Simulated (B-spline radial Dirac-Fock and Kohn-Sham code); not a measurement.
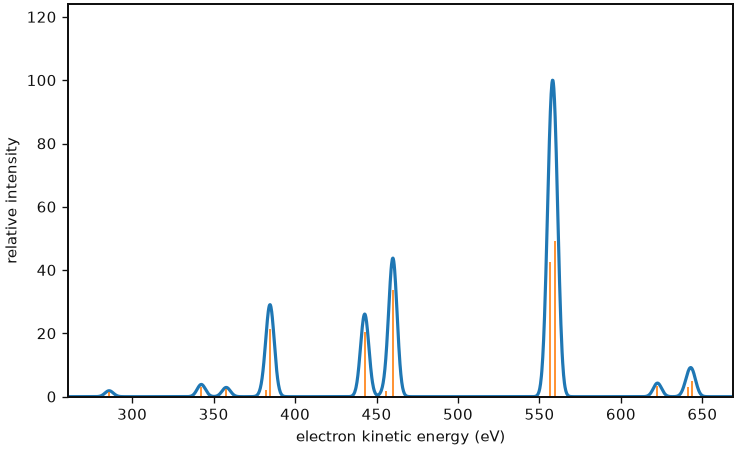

Auger groups that fill an M5 (3d5/2) hole, broadened by 6.0 eV full width. Kinetic energies count from the vacuum level; very weak lines are left out. System: Ba²⁺ in the configuration [Xe]. Computed with a B-spline radial code: independent-particle Coulomb rates on relativistic LDA orbitals, configuration-average energies from Dirac–Fock.

Describe what the figure shows.

The strongest group is M5-N5N5 at 559.4 eV (26 % of the non-radiative width), followed by M5-N4N5 at 556.5 eV (22 %), M5-N3N5 at 460.1 eV (17 %), M5-N1N5 at 384.7 eV (11 %). The lines shown span 285.9 eV to 643.7 eV.
